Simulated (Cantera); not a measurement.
Feed: 1 mol Cu2O, 1.4 mol CH4, 2 mol CO, at 89.0 mbar.

Cantera equilibrium calculation (NASA polynomials, part measured and part estimated; ideal gas, pure solids and liquids). Candidate condensed phases: C, C6H6, C7H8, C8H18, Cu, CuO, Cu(OH)2, Cu2O, H2O; 113 gas species. Kinetics and transport are ignored.

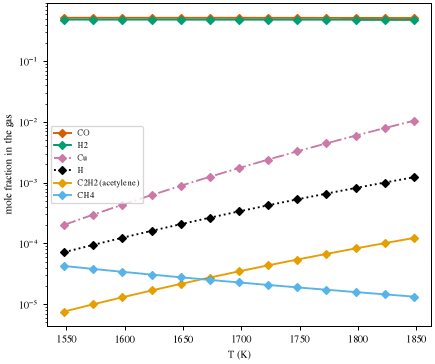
Fig. 1. Equilibrium gas composition (values under 1e-9 drawn at 1e-9)

Read off the mole fractions at 1823 K.

CO about 0.51, H2 about 0.48, Cu about 0.0079, H about 0.0010, C2H2 (acetylene) about 0.00010, CH4 about 1.5e-5.
